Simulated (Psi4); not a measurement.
# CClF2 (chlorodifluoromethyl radical): UB2PLYP/cc-pVTZ-DK (sfX2C, density fitting, density fitting for correlation, sweep point 2)

Aim: the vertical electron affinity of CClF2 (chlorodifluoromethyl radical) at UB2PLYP/cc-pVTZ-DK (sfX2C, density fitting, density fitting for correlation, sweep point 2), from 2 runs. The job is set up through a Python script.

The results are computed with Psi4 1.11.

### Step 1. The molecule

The species is CClF2 (4 atoms), meant as a doublet with charge 0. As SMILES, `F[C](F)Cl`. The coordinates come from a PBE0-D4/def2-TZVP relaxation.

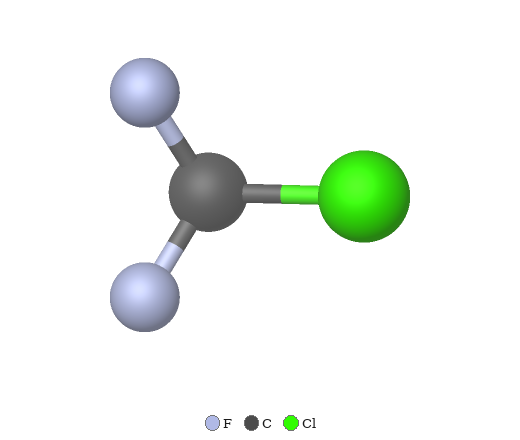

The structure, seen from a chosen angle (fluorine light blue, carbon dark grey, chlorine green).

### Step 2. A single-point energy at UB2PLYP/cc-pVTZ-DK (sfX2C, density fitting, density fitting for correlation, sweep point 2)

File job.py:

```python
import psi4

psi4.set_memory(1600000000)
psi4.set_num_threads(1)
psi4.core.set_output_file('cclf2.out', False)

m = psi4.geometry("""
0 2
F      0.04951082     0.31993063     2.44643944
C     -0.43577084    -0.35942591     0.10658055
F      1.08281307    -2.19340511    -0.60206674
Cl    -0.59148428     2.11876093    -1.98931469
units au
symmetry c1
""")

psi4.set_options({
    'basis': 'cc-pVTZ-DK',
    'reference': 'uks',
    'puream': True,
    'scf_type': 'df',
    'dft_radial_points': 99,
    'dft_spherical_points': 590,
    'num_frozen_docc': 8,
    'maxiter': 150,
    'relativistic': 'x2c',
})

e, wfn = psi4.energy('b2plyp', molecule=m, return_wfn=True)
print(f'total energy {e:.8f} hartree = {e * 27.211386:.5f} eV')
for k, v in sorted(psi4.core.scalar_variables().items()):
    print(f'{k:45s} {v:18.10f}')
```

Run with:

```
$ python job.py
```

cclf2.out:

```text
[...]
  Running in c1 symmetry.
[...]
  Nuclear repulsion =  158.060087713314061
[...]
  Multiplicity = 2
[...]
  Nalpha       = 21
  Nbeta        = 20
[...]
    Number of basis functions: 124
[...]
    WARNING: The X2C and Dirac Hamiltonians have substatially different eigenvalues!
             This is probably caused by the recontraction of the basis set.
[...]
   @DF-UKS iter   1:  -699.05802725946660   -2.01363e-01   3.20776e-03 DIIS/ADIIS
[...]
   @DF-UKS iter   9:  -699.10848498670543   -8.15530e-08   5.72270e-07 DIIS
[...]
   @S^2 Observed:                7.547603017E-01
[...]
    Orbital Energies [Eh]
    ---------------------
    Alpha Occupied:
       1A   -103.333455     2A    -25.447154     3A    -25.447140
       4A    -10.865442     5A    -10.024530     6A     -7.602541
       7A     -7.596037     8A     -7.595086     9A     -1.495992
      10A     -1.431868    11A     -1.027122    12A     -0.807742
      13A     -0.699309    14A     -0.671046    15A     -0.662727
      16A     -0.583403    17A     -0.551227    18A     -0.535801
      19A     -0.440602    20A     -0.418656    21A     -0.327027
    Alpha Virtual:
      22A      0.088023    23A      0.186337    24A      0.195889
      25A      0.275476    26A      0.313880    27A      0.351768
[...]
  @DF-UKS Final Energy:  -699.10848498670543
   => Energetics <=
    Nuclear Repulsion Energy =            158.0600877133140614
    One-Electron Energy =               -1281.0452918236310325
    Two-Electron Energy =                 450.0268916142418902
    DFT Exchange-Correlation Energy =     -26.1501724906303892
    Empirical Dispersion Energy =           0.0000000000000000
    VV10 Nonlocal Energy =                  0.0000000000000000
    Total Energy =                       -699.1084849867055482
[...]
 Multipole Moments:
 ------------------------------------------------------------------------------------
     Multipole            Electronic (a.u.)      Nuclear  (a.u.)        Total (a.u.)
 ------------------------------------------------------------------------------------
 L = 1.  Multiply by 2.5417464519 to convert [e a0] to [Debye]
 Dipole X            :          0.2442580           -0.3555241           -0.1112660
 Dipole Y            :         -0.4302832            0.5054493            0.0751661
 Dipole Z            :          0.4374959           -0.5372316           -0.0997357
 Magnitude           :                                                    0.1672642
[...]
```

The script printed:

```text
total energy -699.37340105 hartree = -19030.91957 eV
B2PLYP DOUBLE-HYBRID CORRECTION ENERGY             -0.2649160660
B2PLYP TOTAL ENERGY                              -699.3734010527
CURRENT ENERGY                                   -699.3734010527
CURRENT REFERENCE ENERGY                         -699.1084849867
DD SOLVATION ENERGY                                 0.0000000000
DFT FUNCTIONAL TOTAL ENERGY                      -699.1084849867
DFT TOTAL ENERGY                                 -699.3734010527
DFT VV10 ENERGY                                     0.0000000000
DFT XC ENERGY                                     -26.1501724906
DOUBLE-HYBRID CORRECTION ENERGY                    -0.2649160660
GRID ELECTRONS ALPHA                               20.9999999837
GRID ELECTRONS BETA                                19.9999999667
GRID ELECTRONS TOTAL                               40.9999999505
NUCLEAR REPULSION ENERGY                          158.0600877133
ONE-ELECTRON ENERGY                             -1281.0452918236
PCM POLARIZATION ENERGY                             0.0000000000
PE ENERGY                                           0.0000000000
SCF ITERATION ENERGY                             -699.1084849867
SCF ITERATIONS                                      9.0000000000
SCF TOTAL ENERGY                                 -699.1084849867
TWO-ELECTRON ENERGY                               450.0268916142
XC GRID RADIAL POINTS                              99.0000000000
XC GRID SPHERICAL POINTS                          590.0000000000
XC GRID TOTAL POINTS                           221657.0000000000
```

Wall time 11 s (1 thread of Intel Xeon 6975P-C (Granite Rapids), shared host); peak memory 1 GiB.

### Step 3. The singlet anion at the same level

File run.py:

```python
import psi4

psi4.set_memory('1600 MB')
psi4.set_num_threads(1)
psi4.core.set_output_file('run.log', False)

geom = psi4.geometry("""
-1 1
F      0.04951082     0.31993063     2.44643944
C     -0.43577084    -0.35942591     0.10658055
F      1.08281307    -2.19340511    -0.60206674
Cl    -0.59148428     2.11876093    -1.98931469
units bohr
symmetry c1
""")

options = {'reference': 'rks', 'puream': True, 'scf_type': 'df', 'dft_radial_points': 99, 'dft_spherical_points': 590, 'num_frozen_docc': 8, 'relativistic': 'x2c'}
psi4.set_options(options)

energy_value, wavefunction = psi4.energy("b2plyp/cc-pVTZ-DK", molecule=geom, return_wfn=True)
print(f'total energy {energy_value:.8f} hartree = {energy_value * 27.211386:.5f} eV')
```

Run with:

```
$ python run.py
```

run.log:

```text
[...]
  Running in c1 symmetry.
[...]
  Nuclear repulsion =  158.060087713314061
[...]
  Multiplicity = 1
[...]
  Nalpha       = 21
  Nbeta        = 21
[...]
    Number of basis functions: 124
[...]
    WARNING: The X2C and Dirac Hamiltonians have substatially different eigenvalues!
             This is probably caused by the recontraction of the basis set.
[...]
   @DF-RKS iter   1:  -699.00341509699228   -1.46751e-01   3.89096e-03 ADIIS/DIIS
[...]
   @DF-RKS iter   8:  -699.09262829165596   -5.28028e-08   4.42806e-07 DIIS
[...]
    Orbital Energies [Eh]
    ---------------------
    Doubly Occupied:
       1A   -103.058807     2A    -25.155950     3A    -25.155937
       4A    -10.478527     5A     -9.751832     6A     -7.327895
       7A     -7.323743     8A     -7.323217     9A     -1.205485
      10A     -1.145607    11A     -0.747354    12A     -0.516944
      13A     -0.413228    14A     -0.380957    15A     -0.365375
      16A     -0.301570    17A     -0.277570    18A     -0.252443
      19A     -0.173644    20A     -0.163616    21A      0.053094
[...]
  @DF-RKS Final Energy:  -699.09262829165596
   => Energetics <=
    Nuclear Repulsion Energy =            158.0600877133140614
    One-Electron Energy =               -1292.5279824354806806
    Two-Electron Energy =                 461.6984038056076542
    DFT Exchange-Correlation Energy =     -26.3231373750969340
    Empirical Dispersion Energy =           0.0000000000000000
    VV10 Nonlocal Energy =                  0.0000000000000000
    Total Energy =                       -699.0926282916559558
[...]
 Multipole Moments:
 ------------------------------------------------------------------------------------
     Multipole            Electronic (a.u.)      Nuclear  (a.u.)        Total (a.u.)
 ------------------------------------------------------------------------------------
 L = 1.  Multiply by 2.5417464519 to convert [e a0] to [Debye]
 Dipole X            :          0.9449795           -0.3555241            0.5894554
 Dipole Y            :         -0.2082705            0.5054493            0.2971788
 Dipole Z            :          0.4919759           -0.5372316           -0.0452557
 Magnitude           :                                                    0.6616805
[...]
```

On the terminal:

```text
total energy -699.36706703 hartree = -19030.74722 eV
```

It took 6.9 s on 1 thread of Intel Xeon 6975P-C (Granite Rapids), shared host; peak memory 1 GiB.

### Step 4. Summary of results

At UB2PLYP/cc-pVTZ-DK (sfX2C, density fitting, density fitting for correlation, sweep point 2), 8 core orbitals frozen:

```
                                                               quantity          value
                                            doublet CClF2: total energy  -699.37340 Eh
doublet CClF2: HOMO energy (SCF part's orbitals) (highest over α and β)       -8.90 eV
 doublet CClF2: LUMO energy (SCF part's orbitals) (lowest over α and β)       -0.61 eV
                                                    doublet CClF2: ⟨S²⟩          0.755
                                            singlet anion: total energy  -699.36707 Eh
                       singlet anion: HOMO energy (SCF part's orbitals)        1.44 eV
                       singlet anion: LUMO energy (SCF part's orbitals)        9.59 eV
   singlet anion: HOMO–LUMO gap (to an unbound level, set by the basis)        8.14 eV
                      vertical electron affinity (to the singlet anion)      -0.172 eV
```

In words: The anion lies 0.17 eV (16.6 kJ/mol) above the neutral: the electron isn't bound at this level, and such a value depends on the basis. Without diffuse functions anions come out too high. The HOMO (singlet anion) lies at positive energy, 1.44 eV; only total energies tell whether the electron is bound.
